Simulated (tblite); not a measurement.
## Run report: C6H3F3S, molecular dynamics (part 1 of 2)

C6H3F3S, SMILES FC(F)=C(F)c1cccs1, computed with GFN2-xTB Langevin dynamics, gas phase (tblite 0.8.0).

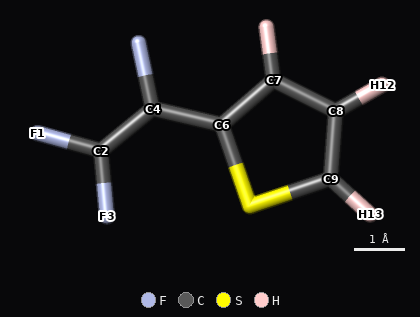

Fig. 1: The input geometry (stick view, seen on its broad side; atoms are numbered from 1 in the order of the input).

## The input
```
{"job": {"kind": "md", "xc": "GFN2-xTB", "basis": "xTB", "temperature": 400, "steps": 2000, "every": 50}, "charge": 0, "multiplicity": 1}
F      3.814108     0.194709     0.411451
C      2.563990     0.431482     0.043329
F      2.498911     1.476545    -0.773587
C      1.498638    -0.277265     0.434050
F      1.721715    -1.314544     1.268808
C      0.124250    -0.065516     0.068216
C     -0.946791    -0.814639     0.488232
C     -2.165402    -0.359508    -0.043506
C     -2.010202     0.721286    -0.854937
S     -0.372994     1.213867    -0.993153
H     -0.849314    -1.655031     1.151063
H     -3.115116    -0.815711     0.168257
H     -2.766180     1.264811    -1.385952
```

The first line tells a small driver script what to run in tblite; the rest is the geometry in Å.

Run as:
```bash
OMP_NUM_THREADS=1 python <driver script> task.json out
```

## Log
```
t/fs     T/K      E/eV
    0.0   333.4   -864.51428
   25.0   300.1   -864.24826
   50.0   289.3   -864.10921
   75.0   327.6   -864.09043
  100.0   299.0   -864.07842
  125.0   342.6   -864.06765
  150.0   340.9   -863.95430
  175.0   371.3   -864.04090
  200.0   451.1   -864.10991
  225.0   467.4   -863.98084
  250.0   411.9   -863.95732
  275.0   381.4   -863.89984
  300.0   351.5   -864.11113
  325.0   295.1   -864.12121
  350.0   294.0   -864.07495
  375.0   351.1   -864.12179
  400.0   362.3   -864.00187
  425.0   555.8   -863.99607
  450.0   594.6   -864.10071
  475.0   420.2   -863.76689
  500.0   422.2   -863.88938
  525.0   477.1   -863.79267
  550.0   468.3   -864.00001
  575.0   359.6   -863.60893
  600.0   409.9   -864.00807
  625.0   323.4   -863.86803
  650.0   357.5   -864.14224
  675.0   310.0   -864.13042
  700.0   280.7   -864.00930
  725.0   360.0   -864.03375
  750.0   357.5   -864.01193
  775.0   425.4   -863.99230
  800.0   295.1   -863.58826
  825.0   441.9   -863.91169
  850.0   469.1   -863.88636
  875.0   551.7   -864.16152
  900.0   438.7   -863.82375
  925.0   317.7   -863.59474
  950.0   570.7   -863.99397
  975.0   329.3   -863.66871
 1000.0   532.7   -863.66444
```

## Trajectory as extended XYZ (Å, eV, eV/Å), 35 of the 41 frames kept, from step=0 to step=40
```
13
Properties=species:S:1:pos:R:3:forces:R:3 step=0 time_fs=0.0 energy=-864.51428 temperature=333.4
F     3.8141    0.1947    0.4115    0.0006  -0.0017  -0.0002
C     2.5640    0.4315    0.0433    0.0000   0.0017   0.0016
F     2.4989    1.4765   -0.7736   -0.0009  -0.0009  -0.0003
C     1.4986   -0.2773    0.4340    0.0018   0.0019   0.0018
F     1.7217   -1.3145    1.2688    0.0009  -0.0008  -0.0001
C     0.1242   -0.0655    0.0682   -0.0007  -0.0021  -0.0017
C    -0.9468   -0.8146    0.4882   -0.0017  -0.0003  -0.0022
C    -2.1654   -0.3595   -0.0435   -0.0007   0.0024  -0.0006
C    -2.0102    0.7213   -0.8549    0.0009   0.0011   0.0002
S    -0.3730    1.2139   -0.9932   -0.0039   0.0001  -0.0003
H    -0.8493   -1.6550    1.1511    0.0023  -0.0007   0.0017
H    -3.1151   -0.8157    0.1683    0.0003   0.0010  -0.0007
H    -2.7662    1.2648   -1.3860    0.0009  -0.0017   0.0007
13
Properties=species:S:1:pos:R:3:forces:R:3 step=1 time_fs=25.0 energy=-864.24826 temperature=300.1
F     3.8255    0.2030    0.3219   -1.0535  -0.0321   0.0623
C     2.5244    0.4289    0.0133    1.3444   0.4381  -0.0165
F     2.4906    1.5188   -0.7586   -0.3615  -0.4786   0.1275
C     1.4852   -0.2649    0.4758   -1.2220  -0.8183  -0.0750
F     1.7145   -1.2770    1.3447    0.2246   0.1139  -0.1698
C     0.0748   -0.1717    0.0639    0.7683   0.7108   0.3405
C    -1.0509   -0.8691    0.4230    0.4280  -0.6255   0.7302
C    -2.2388   -0.3322   -0.1045   -0.3483   0.0983  -0.3957
C    -2.0071    0.7271   -0.9498   -0.2148   0.2306   0.5621
S    -0.3386    1.1885   -0.8924   -0.6614   0.4612  -1.0564
H    -0.9505   -1.7430    1.0718   -0.3425   0.3825  -0.3087
H    -3.2481   -0.6881    0.1331    0.7047  -0.0102  -0.2699
H    -2.7509    1.3286   -1.4949    0.7341  -0.4708   0.4695
13
Properties=species:S:1:pos:R:3:forces:R:3 step=2 time_fs=50.0 energy=-864.10921 temperature=289.3
F     3.7101    0.1918    0.3600    0.2052   0.2652   0.1378
C     2.4405    0.4967    0.1049    1.0640  -0.5343  -0.0532
F     2.3504    1.4698   -0.7551    0.0201   0.7951  -0.6043
C     1.4581   -0.2987    0.4806   -2.1939  -0.1793   0.4944
F     1.7314   -1.2345    1.3871    0.2421  -0.7089   0.3547
C     0.0389   -0.1388    0.1757    0.7927   1.4063  -0.9067
C    -1.0824   -0.8610    0.4633    1.0178  -0.3537  -0.0878
C    -2.2288   -0.4208   -0.1819   -0.9802   1.0842  -0.5589
C    -2.0155    0.8235   -0.7781   -0.0484  -1.8204  -0.0579
S    -0.3564    1.2338   -0.8704   -0.3893  -0.2764   0.7268
H    -0.9564   -1.6962    1.0970   -0.3241  -0.7961   0.3612
H    -3.1741   -1.0037   -0.2538    0.8623   0.8664   0.4122
H    -2.7262    1.3823   -1.3321   -0.2682   0.2520  -0.2183
13
Properties=species:S:1:pos:R:3:forces:R:3 step=4 time_fs=100.0 energy=-864.07842 temperature=299.0
F     3.7230    0.1941    0.5519    0.0472   0.1965  -0.6123
C     2.5220    0.2942    0.0033   -0.8898   0.5084   0.3789
F     2.3468    1.2541   -0.9280    0.8583  -0.3169   0.3702
C     1.4154   -0.2502    0.5395   -0.1639  -0.6774  -0.1619
F     1.5879   -1.2542    1.4465   -0.1032   0.4607  -0.2175
C     0.0653   -0.0595    0.0677   -0.5272   0.7911   0.1590
C    -1.0473   -0.8191    0.4037    2.5812  -0.2840   0.4695
C    -2.2059   -0.3826   -0.1670   -1.7687   0.5428  -0.4003
C    -2.0749    0.8168   -0.8498   -0.3591  -1.0554   0.0731
S    -0.4544    1.3612   -0.7961    0.1384   0.1167  -0.5146
H    -0.7306   -1.6187    1.0433   -1.0346  -0.6568   0.0569
H    -3.1665   -0.8933   -0.0572    0.4748   0.2530  -0.0882
H    -2.8769    1.2426   -1.4590    0.7465   0.1212   0.4873
13
Properties=species:S:1:pos:R:3:forces:R:3 step=5 time_fs=125.0 energy=-864.06765 temperature=342.6
F     3.8061    0.2688    0.5508   -1.1836  -0.6288   0.0824
C     2.5247    0.2959    0.1481    0.5612   1.3831  -1.4149
F     2.4813    1.1937   -0.8816   -0.1106  -0.4649   0.6328
C     1.4051   -0.3547    0.4746   -0.8336   0.0608   1.0377
F     1.5003   -1.2616    1.4699    0.1789  -0.3428   0.1302
C     0.0023   -0.0828    0.1403    0.1722   1.0718  -1.0724
C    -1.1336   -0.8484    0.3740    2.9373  -0.4155   0.3214
C    -2.2712   -0.3609   -0.2107   -1.7494  -0.2844  -0.6549
C    -2.0842    0.8296   -0.8545    0.2635   0.1252  -0.2378
S    -0.4400    1.3811   -0.8046   -0.2742  -1.3020   0.7276
H    -0.9374   -1.7905    0.8625   -0.6112  -0.0186   0.0959
H    -3.1845   -0.9945   -0.2321    0.6099   0.9917   0.0897
H    -2.7779    1.4115   -1.4421    0.0395  -0.1756   0.2623
13
Properties=species:S:1:pos:R:3:forces:R:3 step=6 time_fs=150.0 energy=-863.95430 temperature=340.9
F     3.6936    0.2254    0.5907   -0.1186  -0.1134   0.3740
C     2.4529    0.3842    0.1459   -0.3189  -0.6414  -0.0443
F     2.5409    1.1756   -0.9475   -0.7305  -0.3693   0.8538
C     1.3451   -0.2626    0.6344    1.4958   0.3864  -1.6326
F     1.4869   -1.2497    1.5398    0.1528   0.3790   0.1198
C     0.0516   -0.1340    0.0468   -0.6065   0.9138  -0.1610
C    -1.0674   -0.8985    0.2365    0.8860  -0.7490   1.1979
C    -2.2512   -0.3413   -0.1680    0.6100   2.0760  -1.2827
C    -2.0648    0.8582   -0.8328   -0.1060  -0.4317   0.8298
S    -0.4443    1.3329   -0.7762    1.1231   0.0175  -0.2615
H    -1.0810   -1.8029    0.8092    0.2904  -0.3180   0.0523
H    -3.1268   -0.7061    0.2101   -2.1514  -0.8645   0.0623
H    -2.7066    1.6300   -1.1958   -0.5263  -0.2853  -0.1076
13
Properties=species:S:1:pos:R:3:forces:R:3 step=7 time_fs=175.0 energy=-864.04090 temperature=371.3
F     3.5493    0.1077    0.6379    1.7778   0.2820   0.0656
C     2.4157    0.3458    0.0530   -1.2132  -0.8310   0.6319
F     2.4111    1.2014   -0.9351    0.4649   0.4030  -0.5263
C     1.3439   -0.3239    0.4931   -0.0048   0.6034   0.2537
F     1.5087   -1.0838    1.5861    0.2461  -0.5716   0.1695
C     0.0004   -0.1028    0.1138   -0.6244  -0.0608  -0.5298
C    -1.0702   -0.9403    0.3777    0.1669   1.5949  -1.0876
C    -2.2518   -0.3959   -0.1395   -1.4900   1.2228  -0.6930
C    -2.0729    0.8643   -0.7028    0.9497  -0.9535  -0.0693
S    -0.3820    1.3663   -0.7934   -1.4823  -1.5297   0.9959
H    -1.0118   -1.9043    0.7834    0.2447  -0.7335   0.5945
H    -3.2738   -0.8800   -0.1135    1.4717   0.6566   0.0959
H    -2.7211    1.5090   -1.2493   -0.5071  -0.0827   0.0990
13
Properties=species:S:1:pos:R:3:forces:R:3 step=8 time_fs=200.0 energy=-864.10991 temperature=451.1
F     3.5696    0.1241    0.6476    1.4999   0.0519   0.1876
C     2.4216    0.2672    0.0774   -1.0213   0.7659  -0.5888
F     2.4012    1.1563   -0.9174    0.3832  -0.2513  -0.0187
C     1.3249   -0.2954    0.5595   -1.2816  -0.2818   0.5914
F     1.5700   -1.0378    1.6939   -0.6681   0.0477  -0.7625
C    -0.0649   -0.1142    0.0803    1.5893  -0.3673   1.3300
C    -1.1390   -0.8965    0.3901   -0.3533  -0.5946   0.1281
C    -2.3018   -0.3726   -0.1613   -1.1080   1.3079  -1.1641
C    -2.1694    0.8403   -0.8099    0.9387  -0.2945   0.9368
S    -0.5097    1.3522   -0.6860   -0.5376   0.3110  -0.6819
H    -1.1775   -1.7941    1.0047    0.4310   0.2870  -0.4131
H    -3.2693   -0.8143   -0.2424   -0.2423  -0.5333   0.5077
H    -2.9275    1.5263   -1.1679    0.3704  -0.4485  -0.0525
13
Properties=species:S:1:pos:R:3:forces:R:3 step=9 time_fs=225.0 energy=-863.98084 temperature=467.4
F     3.6254    0.1681    0.5797   -0.5507  -0.2255   0.6674
C     2.3463    0.3503    0.2406    0.7538  -0.0203  -1.1835
F     2.4370    1.0650   -0.9074   -0.9391  -0.1920   0.7650
C     1.2658   -0.2756    0.7387   -0.7933   0.0267  -0.6502
F     1.5249   -1.1430    1.7714   -0.6566   0.6654  -0.6802
C    -0.1451   -0.0969    0.2198    0.9212  -0.4378   0.1598
C    -1.2071   -0.9854    0.2105    0.5370  -0.7845   1.9205
C    -2.4066   -0.4346   -0.2707    1.2943   0.2272  -0.1436
C    -2.2074    0.7884   -0.7991   -0.4472   1.0091  -0.9125
S    -0.6102    1.3681   -0.6217    0.3362  -0.1285   0.1518
H    -1.1547   -1.9622    0.7533   -0.0036   0.9886  -0.7237
H    -3.3771   -0.8037   -0.2536   -1.0377  -1.1034   0.0579
H    -2.9535    1.3333   -1.3891    0.5859  -0.0251   0.5714
13
Properties=species:S:1:pos:R:3:forces:R:3 step=11 time_fs=275.0 energy=-863.89984 temperature=381.4
F     3.4557    0.0469    0.7212    0.2618   0.2728  -0.6886
C     2.2372    0.2349    0.2017    1.4133   0.4706   0.5129
F     2.1813    1.1946   -0.7452    0.2409  -0.7774   0.8293
C     1.1969   -0.3333    0.7862   -1.5878   0.1199  -0.3856
F     1.2296   -1.3570    1.6533    0.7787   0.1958   0.1114
C    -0.1201   -0.0627    0.3023   -1.8694  -0.4447  -0.2398
C    -1.1365   -1.0279    0.2935    2.5556  -0.3996   1.2843
C    -2.2590   -0.6746   -0.4350    0.6463  -0.5954   0.4536
C    -2.1006    0.5376   -0.9475    0.3048   2.6589  -0.7972
S    -0.6593    1.4135   -0.4720   -0.2717  -1.5120  -0.1304
H    -0.8635   -1.9694    0.8125   -0.7950   0.5914  -0.6085
H    -3.0419   -1.3446   -0.5958   -1.0382  -0.5555  -0.2816
H    -2.6754    1.1046   -1.6423   -0.6393  -0.0250  -0.0598
13
Properties=species:S:1:pos:R:3:forces:R:3 step=12 time_fs=300.0 energy=-864.11113 temperature=351.5
F     3.4626    0.0152    0.6343    0.5473  -0.6083   0.4765
C     2.2038    0.2097    0.3437   -0.6997   0.1801   0.2604
F     2.1537    1.2492   -0.4712   -0.3310   0.3782  -0.4339
C     1.0995   -0.3769    0.8227   -0.6978  -0.4881   0.4445
F     1.2181   -1.4532    1.6855    0.0819   0.9187  -0.7352
C    -0.2933   -0.1216    0.3853    1.4941  -0.4746  -0.3821
C    -1.2114   -1.1479    0.2159    1.2705   0.8971   0.8841
C    -2.2439   -0.6968   -0.5753   -2.1543  -0.6105  -0.1566
C    -2.1955    0.5903   -0.9831    0.0186   0.9454  -0.3405
S    -0.7298    1.3266   -0.4695   -0.0101  -0.1023   0.1311
H    -1.0694   -2.0495    0.7896   -0.3161  -0.1348  -0.4951
H    -3.1412   -1.2577   -0.7726    0.0218  -0.3324  -0.0801
H    -2.9550    1.1686   -1.5356    0.7749  -0.5684   0.4270
13
Properties=species:S:1:pos:R:3:forces:R:3 step=13 time_fs=325.0 energy=-864.12121 temperature=295.1
F     3.4216   -0.0800    0.7576   -0.0450   0.3775   0.0943
C     2.1796    0.2702    0.4990   -0.3545   1.3193  -0.9758
F     2.0601    1.3912   -0.2803    0.6208  -0.9676   0.6463
C     1.0762   -0.3459    0.9070   -1.3792  -0.8582  -0.6293
F     1.2419   -1.4293    1.6696    0.0921  -0.5383   0.4751
C    -0.2816   -0.2322    0.3377    0.1459   0.1701   0.2636
C    -1.2660   -1.1827    0.1550    1.0508  -0.3516   0.1392
C    -2.3705   -0.7834   -0.6120    0.5704   0.3302  -0.3735
C    -2.2431    0.5173   -0.9940    0.6043   0.2547   0.5284
S    -0.7816    1.2373   -0.3589   -0.9107   0.8152  -0.8138
H    -1.0315   -2.1722    0.4532   -0.2973  -0.7290   0.2891
H    -3.1147   -1.4407   -1.0300   -0.0391   0.0239   0.4204
H    -2.9108    1.1052   -1.5817   -0.0584   0.1539  -0.0642
13
Properties=species:S:1:pos:R:3:forces:R:3 step=14 time_fs=350.0 energy=-864.07495 temperature=294.0
F     3.2614   -0.0304    0.8198    0.9485  -0.0017   0.5314
C     2.0391    0.3658    0.5590    0.5660   0.5776  -0.5004
F     2.1079    1.5305   -0.1104   -0.5470  -0.7314   0.1538
C     1.0099   -0.4299    0.8290   -0.5377   0.4015   0.4150
F     1.2347   -1.4324    1.7010    0.1930  -0.3653  -0.2503
C    -0.3359   -0.3089    0.3577    0.9208   0.7725  -0.3372
C    -1.1583   -1.3548    0.0747   -0.7313   0.2345   0.0909
C    -2.2779   -0.8674   -0.6035   -1.2323   0.2478  -0.3718
C    -2.2470    0.4713   -0.8851   -0.5844  -0.4975  -0.1791
S    -0.8597    1.2528   -0.3268    0.6960  -1.1394   0.6848
H    -1.1110   -2.4077    0.3333    0.4795   0.5256   0.1292
H    -3.1386   -1.4939   -0.7894    0.1073   0.1287  -0.2997
H    -2.9610    1.0804   -1.3982   -0.2785  -0.1529  -0.0666
13
Properties=species:S:1:pos:R:3:forces:R:3 step=15 time_fs=375.0 energy=-864.12179 temperature=351.1
F     3.3209   -0.0300    1.0244   -0.7253   0.4043   0.0016
C     2.0744    0.3349    0.6447    0.1376  -1.4866   1.1196
F     2.0977    1.4838    0.0328   -0.1217   0.4943  -0.4645
C     0.9781   -0.3929    0.9823    0.6173   0.1802  -1.0411
F     1.1833   -1.5035    1.7342   -0.1483   0.3268  -0.3469
C    -0.3012   -0.2875    0.2825    0.8607  -0.1693   1.0637
C    -1.1643   -1.2977    0.0307   -0.2906  -1.6107   0.1380
C    -2.3239   -0.9559   -0.6562   -0.8655   0.9776  -0.2519
C    -2.4040    0.4141   -0.7911    0.4967  -0.3305  -0.8148
S    -0.9184    1.1826   -0.2889   -1.0811   0.8417  -0.3287
H    -1.0429   -2.3251    0.2990    0.5203  -0.2545   0.2376
H    -3.0578   -1.7117   -0.9868    0.4603   0.8631   0.3298
H    -3.1047    1.0099   -1.3643    0.1395  -0.2365   0.3575
13
Properties=species:S:1:pos:R:3:forces:R:3 step=16 time_fs=400.0 energy=-864.00187 temperature=362.3
F     3.3931   -0.0146    1.2717   -1.8075   0.4344  -0.3703
C     2.1223    0.2718    0.8436   -0.7264  -1.4239   0.1335
F     2.0597    1.3411    0.0769    0.5312   0.4988  -0.1956
C     0.9844   -0.4867    0.9440    0.7659   0.7727   0.0012
F     1.0102   -1.5606    1.7543    0.1704  -0.1890  -0.0613
C    -0.3242   -0.2964    0.3004    0.0517  -0.7023   0.2826
C    -1.1898   -1.3568    0.0655   -0.2306   1.0502  -0.2648
C    -2.4079   -0.9868   -0.5290    1.3821   1.6464  -0.6562
C    -2.3777    0.3509   -0.8999   -0.5427  -1.6020   1.2690
S    -1.0806    1.1618   -0.2174    1.2604   1.0606  -0.0103
H    -0.9226   -2.3527    0.1961    0.3528  -1.2999   0.5318
H    -3.1899   -1.6005   -0.8549   -0.5967  -0.8706  -0.1162
H    -3.2077    0.8784   -1.2591   -0.6107   0.6246  -0.5434
13
Properties=species:S:1:pos:R:3:forces:R:3 step=18 time_fs=450.0 energy=-864.10071 temperature=594.6
F     3.0795   -0.1888    1.6988   -0.0466   0.3285  -0.8209
C     2.0509    0.0977    0.8747    0.9517   0.6820   0.5671
F     2.2924    1.1652    0.0843   -0.3140  -0.8021   0.8278
C     0.8979   -0.5341    1.0790   -0.1825  -0.8971  -0.5608
F     0.9646   -1.7326    1.7141    0.4667   0.2071   0.5861
C    -0.3760   -0.4034    0.4688   -0.7222  -0.2427  -0.3446
C    -1.2398   -1.4684    0.2863    0.0442   0.0450  -0.1024
C    -2.4634   -1.1133   -0.2963   -0.7114   0.6161   0.0752
C    -2.5241    0.2381   -0.5198    0.3535   0.6728   0.1470
S    -1.0569    1.1054   -0.0197   -1.1423  -0.9791  -0.5301
H    -1.0284   -2.4969    0.5163    0.2808   0.0865   0.1432
H    -3.2974   -1.8342   -0.4310    0.8341   0.8274  -0.1031
H    -3.3007    0.8859   -0.9175    0.1880  -0.5444   0.1155
13
Properties=species:S:1:pos:R:3:forces:R:3 step=19 time_fs=475.0 energy=-863.76689 temperature=420.2
F     3.0920   -0.2917    1.8344   -0.2339   0.5201  -0.7128
C     2.0974    0.0479    1.0314    1.0817   2.9186  -2.3708
F     2.3958    1.1124    0.1394   -0.1819  -1.5277   1.8284
C     0.9762   -0.6406    0.9043    0.0503  -1.2315   1.4145
F     1.2336   -1.6944    1.7746   -1.4025  -0.7423  -0.1703
C    -0.3583   -0.5115    0.4018   -1.0782  -0.6329   0.0107
C    -1.3455   -1.5175    0.3093    1.2973   1.5681   0.1277
C    -2.5826   -1.0002   -0.1013    0.8561  -0.7319  -0.3337
C    -2.5618    0.3188   -0.3557   -0.7965   1.2632   0.0863
S    -1.0765    1.0362    0.0169    1.0090   0.1590   0.0524
H    -1.1394   -2.5299    0.5518    0.0414  -0.4356   0.0260
H    -3.3538   -1.6272   -0.4257   -1.0740  -0.6694   0.0763
H    -3.3921    0.9792   -0.6130    0.4312  -0.4576  -0.0346
13
Properties=species:S:1:pos:R:3:forces:R:3 step=20 time_fs=500.0 energy=-863.88938 temperature=422.2
F     3.1214   -0.2230    1.7174    1.1096  -0.8308   1.0548
C     2.1240   -0.0021    0.9250   -1.9991  -0.2282  -0.7998
F     2.4873    1.0712    0.2055   -1.0350  -0.3958  -0.2819
C     0.9905   -0.8070    0.9349    2.0805   2.4412   0.0350
F     1.1205   -1.7845    1.8327   -0.1013  -0.9358   0.3497
C    -0.3148   -0.5677    0.4379   -2.9565  -0.9011  -0.5970
C    -1.3960   -1.4968    0.3577    1.9957  -0.3042   0.3820
C    -2.6250   -0.9756   -0.0515   -0.1682  -0.6707   0.9544
C    -2.5956    0.3636   -0.1965    1.6205  -0.1271   0.1174
S    -0.9971    1.0059    0.0838   -0.1853   0.0117  -0.3382
H    -1.2553   -2.5602    0.5893    0.0327   0.6285  -0.1635
H    -3.5497   -1.5505   -0.0021    0.4541   0.1396  -0.4087
H    -3.3882    0.9242   -0.5571   -0.8475   1.1726  -0.3042
```
